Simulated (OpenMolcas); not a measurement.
**PH (SMILES [PH]), step by step**

Aim: a series of 9 runs (ROHF/ANO-L-MB, CASSCF(6,5)/ANO-L-VDZP, DMRG(6,5)/ANO-L-VDZP) of PH. The setting varied is the bond dimension. 

Program for the calculation: OpenMolcas 26.06.

### Step 1. The molecule

PH has 2 atoms, charge 0, and is taken as a triplet. SMILES: `[PH]`. Geometry: relaxed at GFN2-xTB.

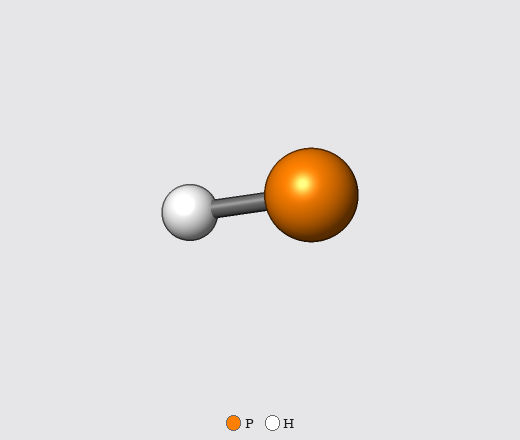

The structure, seen from a chosen angle (phosphorus orange, hydrogen white).

### Step 2. A single-point energy at ROHF/ANO-L-MB (run 1)

File step1.inp:

```
* HP Hartree-Fock

&GATEWAY
  COORD
  2
  bohr
  P      0.00000000     0.00000000     0.00000000
  H      0.00000000     0.00000000     2.64385913
  BASIS
  ANO-L-MB
  GROUP
  NoSym

&SEWARD

&SCF
  UHF
  SPIN
  3
  PRORBITALS
  1 1

&RASSCF
  FILEORB
  $Project.UnaOrb
  SPIN
  3
  NACTEL
  2 0 0
  INACTIVE
  7
  RAS2
  2
  OUTORBITALS
  Canonical
  ORBLISTING
  Nothing
```

Started as:

```console
$ export MOLCAS_MEM=1860
$ pymolcas step1.inp > step1.log
```

The log of the run:

```text
--- Start Module: gateway ---
[...]
--- Stop Module: gateway /rc=_RC_ALL_IS_WELL_ ---
[...]
      Basis functions           10
[...]
--- Start Module: scf ---
[...]
       Convergence after  12 Iterations
[...]
::    Total SCF energy                               -341.2487808656
[...]
      Total spin, S                                     1.0026236607
[...]
--- Stop Module: scf /rc=_RC_ALL_IS_WELL_ ---
[...]
--- Start Module: rasscf ---
[...]
      Number of active orbitals                  2
[...]
      Spin quantum number                      1.0
[...]
      Active orbitals                            2
[...]
      Number of CSFs                             1
[...]
      Number of root(s) required                 1
[...]
      Convergence after  6 iterations
[...]
      printout of CI-coefficients larger than  0.05 for root  1
      energy=    -341.246641
      conf/sym  11     Coeff  Weight
             1  uu   1.00000 1.00000
      Natural orbitals and occupation numbers for root  1
      sym 1:   1.000000   1.000000
      ************************************************************************************************************************
      *                                                    Final results                                                     *
[...]
::    RASSCF root number  1 Total energy:   -341.24664079
[...]
      Total electronic charge=   16.000000
      Total            charge=   -0.000000
[...]
      Dipole Moment (debye):
      Origin of the operator (angstrom)=    0.0000    0.0000    0.0441
                   X=  4.6348E-17               Y= -1.9997E-15               Z=  7.3855E-01           Total=  7.3855E-01
      Quadrupole Moment (debye*angstrom):
[...]
--- Stop Module: rasscf /rc=_RC_ALL_IS_WELL_ ---
[...]
```

It took 4.8 s on 1 thread of AMD EPYC 7R43 (Zen 3), shared host; peak memory 0.37 GiB.

### Step 3. The energy at CASSCF(6,5)/ANO-L-VDZP (RICD fitting) (run 2)

File step2.inp:

```
* HP CASSCF

&GATEWAY
  Coord
  2
  bohr
  P      0.00000000     0.00000000     0.00000000
  H      0.00000000     0.00000000     2.64385913
  Basis=ANO-L-MB
  Group=NoSym

&SEWARD

&RASSCF
  FileOrb=$CurrDir/step1.RasOrb
  Spin=3
  Nactel=6 0 0
  Inactive=5
  Ras2=5
  OrbListing=Nothing
>>> COPY $Project.RunFile RUNFIL1
>>> COPY $Project.RasOrb INPORB

&GATEWAY
  Coord
  2
  bohr
  P      0.00000000     0.00000000     0.00000000
  H      0.00000000     0.00000000     2.64385913
  Basis=ANO-L-VDZP
  Group=NoSym
  RICD

&SEWARD
>>> COPY $Project.RunFile RUNFIL2

&EXPBAS

&RASSCF
  FileOrb=$Project.ExpOrb
  Spin=3
  Nactel=6 0 0
  Inactive=5
  Ras2=5
  OrbListing=Nothing
  OrbAppear=Compact
```

Started as:

```console
$ export MOLCAS_MEM=1860
$ pymolcas step2.inp > step2.log
```

The log of the run:

```text
--- Start Module: gateway ---
[...]
--- Stop Module: gateway /rc=_RC_ALL_IS_WELL_ ---
[...]
      Basis functions           10
[...]
      Number of active orbitals                  5
[...]
      Spin quantum number                      1.0
[...]
      Active orbitals                            5
[...]
      Number of CSFs                            45
[...]
      Number of root(s) required                 1
[...]
      Convergence after  4 iterations
[...]
      printout of CI-coefficients larger than  0.05 for root  1
      energy=    -341.266017
      conf/sym  11111     Coeff  Weight
             1  22uu0  -0.99074 0.98157
            30  20uu2   0.11472 0.01316
      Natural orbitals and occupation numbers for root  1
      sym 1:   1.996341   1.971349   1.000000   1.000000   0.032310
      ************************************************************************************************************************
      *                                                    Final results                                                     *
[...]
::    RASSCF root number  1 Total energy:   -341.26601713
[...]
      Basis functions           23
[...]
--- Start Module: expbas ---
[...]
--- Stop Module: expbas /rc=_RC_ALL_IS_WELL_ ---
--- Start Module: rasscf ---
[...]
      Convergence after 14 iterations
[...]
      Natural orbitals and occupation numbers for root  1
      sym 1:   1.989111   1.977962   1.000000   1.000000   0.032927
      ************************************************************************************************************************
      *                                                    Final results                                                     *
[...]
::    RASSCF root number  1 Total energy:   -341.30938825
[...]
      Total electronic charge=   16.000000
      Total            charge=   -0.000000
[...]
      Dipole Moment (debye):
      Origin of the operator (angstrom)=    0.0000    0.0000    0.0441
                   X= -5.3760E-14               Y= -5.8352E-14               Z=  5.1187E-01           Total=  5.1187E-01
      Quadrupole Moment (debye*angstrom):
[...]
--- Stop Module: rasscf /rc=_RC_ALL_IS_WELL_ ---
[...]
```

It took 7.5 s on 1 thread of AMD EPYC 7R43 (Zen 3), shared host; peak memory 0.36 GiB.

Runs 3 to 5 aren't shown in full; the table further down has their settings and results.

### Step 4. The energy at DMRG(6,5)/ANO-L-VDZP (RICD fitting, bond dimension 16) (run 6)

File step6.input:

```
* HP DMRG-SCF
>>> EXPORT MOLCAS_PRINT=2

&GATEWAY
  Coord
  2
  bohr
  P      0.00000000     0.00000000     0.00000000
  H      0.00000000     0.00000000     2.64385913
  Basis = ANO-L-VDZP
  Group = NoSym
  RICD

&SEWARD

&RASSCF
  FileOrb = $CurrDir/step2.RasOrb
  Spin = 3
  Nactel = 6 0 0
  Inactive = 5
  Ras2 = 5
  OrbListing = Nothing
  OrbAppear = Compact
  DMRG
  RGInput
  nsweeps = 6
  max_bond_dimension = 16
  EndRG
```

Started as:

```console
$ export MOLCAS_MEM=1860
$ pymolcas step6.input > step6.log
```

The log of the run:

```text
--- Start Module: gateway ---
[...]
--- Stop Module: gateway /rc=_RC_ALL_IS_WELL_ ---
--- Start Module: seward ---
[...]
      Basis functions           23
--- Stop Module: seward /rc=_RC_ALL_IS_WELL_ ---
--- Start Module: rasscf ---
[...]
      Number of active orbitals                  5
[...]
      Spin quantum number                      1.0
[...]
      Active orbitals                            5
[...]
      Jacobi-Davidson threshold                   0.100E-10
[...]
      Number of root(s) required                 1
[...]
      Convergence after  4 iterations
[...]
      Natural orbitals and occupation numbers for root  1
      sym 1:   1.989111   1.977962   1.000000   1.000000   0.032927
      ************************************************************************************************************************
      *                                                    Final results                                                     *
[...]
::    RASSCF root number  1 Total energy:   -341.30938825
[...]
      Total electronic charge=   16.000000
      Total            charge=   -0.000000
[...]
      Dipole Moment (debye):
      Origin of the operator (angstrom)=    0.0000    0.0000    0.0441
                   X=  3.3119E-08               Y= -3.6361E-09               Z=  5.1184E-01           Total=  5.1184E-01
      Quadrupole Moment (debye*angstrom):
[...]
--- Stop Module: rasscf /rc=_RC_ALL_IS_WELL_ ---
[...]
```

Wall time 5.7 s (1 thread of AMD EPYC 7R43 (Zen 3), shared host); peak memory 0.081 GiB.

Runs 7 to 8 aren't shown in full; the table further down has their settings and results.

### Step 5. The energy at DMRG(6,5)/ANO-L-VDZP (RICD fitting, bond dimension 128) (run 9)

File step9.input:

```
* HP DMRG-SCF

&gateway
  coord
  2
  bohr
  P      0.00000000     0.00000000     0.00000000
  H      0.00000000     0.00000000     2.64385913
  basis=ANO-L-VDZP
  group=NoSym
  ricd

&seward

&rasscf
  fileorb=$CurrDir/step2.RasOrb
  spin=3
  nactel=6 0 0
  inactive=5
  ras2=5
  orblisting=Nothing
  orbappear=Compact
  dmrg
  rginput
  nsweeps = 6
  max_bond_dimension = 128
  EndRG
```

Started as:

```console
$ export MOLCAS_MEM=1860
$ pymolcas step9.input > step9.log
```

The log of the run:

```text
--- Start Module: gateway ---
[...]
--- Stop Module: gateway /rc=_RC_ALL_IS_WELL_ ---
--- Start Module: seward ---
[...]
      Basis functions           23
--- Stop Module: seward /rc=_RC_ALL_IS_WELL_ ---
--- Start Module: rasscf ---
[...]
      Number of active orbitals                  5
[...]
      Spin quantum number                      1.0
[...]
      Active orbitals                            5
[...]
      Jacobi-Davidson threshold                   0.100E-10
[...]
      Number of root(s) required                 1
[...]
      Convergence after  4 iterations
[...]
      Natural orbitals and occupation numbers for root  1
      sym 1:   1.989111   1.977962   1.000000   1.000000   0.032927
      ************************************************************************************************************************
      *                                                    Final results                                                     *
[...]
::    RASSCF root number  1 Total energy:   -341.30938825
[...]
      Total electronic charge=   16.000000
      Total            charge=   -0.000000
[...]
      Dipole Moment (debye):
      Origin of the operator (angstrom)=    0.0000    0.0000    0.0441
                   X=  3.3119E-08               Y= -3.6361E-09               Z=  5.1184E-01           Total=  5.1184E-01
      Quadrupole Moment (debye*angstrom):
[...]
--- Stop Module: rasscf /rc=_RC_ALL_IS_WELL_ ---
[...]
```

Wall time 5.7 s (1 thread of AMD EPYC 7R43 (Zen 3), shared host); peak memory 0.081 GiB.

### Step 6. All runs side by side

| run | level | bond dimension | integral approximation | energy (Eh) | dipole moment (D) of the reference | wall time |
| --- | --- | --- | --- | --- | --- | --- |
| 1 | ROHF/ANO-L-MB | – | none | -341.246641 | 0.74 | 4.8 s |
| 2 | CASSCF(6,5)/ANO-L-VDZP (RICD fitting) | – | RICD | -341.309388 | 0.51 | 7.5 s |
| 3 | DMRG(6,5)/ANO-L-VDZP (RICD fitting, bond dimension 2) | 2 | RICD | -341.306985 | 0.56 | 9 s |
| 4 | DMRG(6,5)/ANO-L-VDZP (RICD fitting, bond dimension 4) | 4 | RICD | -341.309388 | 0.51 | 5.7 s |
| 5 | DMRG(6,5)/ANO-L-VDZP (RICD fitting, bond dimension 8) | 8 | RICD | -341.309388 | 0.51 | 5.7 s |
| 6 | DMRG(6,5)/ANO-L-VDZP (RICD fitting, bond dimension 16) | 16 | RICD | -341.309388 | 0.51 | 5.7 s |
| 7 | DMRG(6,5)/ANO-L-VDZP (RICD fitting, bond dimension 32) | 32 | RICD | -341.309388 | 0.51 | 5.7 s |
| 8 | DMRG(6,5)/ANO-L-VDZP (RICD fitting, bond dimension 64) | 64 | RICD | -341.309388 | 0.51 | 5.7 s |
| 9 | DMRG(6,5)/ANO-L-VDZP (RICD fitting, bond dimension 128) | 128 | RICD | -341.309388 | 0.51 | 5.7 s |

Convergence of the total energy of triplet PH with the bond dimension, against the last point:

| bond dimension | from the last (mEh) | wall time |
| --- | --- | --- |
| 2 | +2.403 | 9 s |
| 4 | +0.000 | 5.7 s |
| 8 | +0.000 | 5.7 s |
| 16 | +0.000 | 5.7 s |
| 32 | +0.000 | 5.7 s |
| 64 | +0.000 | 5.7 s |
| 128 | +0.000 | 5.7 s |

Convergence of the dipole moment (CASSCF density) of triplet PH with the bond dimension, against the last point:

| bond dimension | from the last (D) | wall time |
| --- | --- | --- |
| 2 | +0.0464 | 9 s |
| 4 | -0.0005 | 5.7 s |
| 8 | +0.0000 | 5.7 s |
| 16 | +0.0000 | 5.7 s |
| 32 | +0.0000 | 5.7 s |
| 64 | +0.0000 | 5.7 s |
| 128 | +0.0000 | 5.7 s |

### Step 7. Outcome

| quantity | value |
| --- | --- |
| run 9, DMRG(6,5)/ANO-L-VDZP: total energy | -341.30939 Eh |
| run 9, DMRG(6,5)/ANO-L-VDZP: dipole moment (CASSCF density) | 0.51 D |

In words: For the total energy of triplet PH to stay within 2 mEh of the last point, 4 is the first point of the series from which all later ones do (5.7 s against 5.7 s). For the total energy of triplet PH to stay within 0.5 mEh of the last point, 4 is the first point of the series from which all later ones do (5.7 s against 5.7 s). For the dipole moment (CASSCF density) of triplet PH to stay within 0.02 D of the last point, 4 is the first point of the series from which all later ones do (5.7 s against 5.7 s). For the dipole moment (CASSCF density) of triplet PH to stay within 0.005 D of the last point, 4 is the first point of the series from which all later ones do (5.7 s against 5.7 s). In run 1 the basis is minimal, so the values are rough. All runs together took 56 s, the longest 9 s.
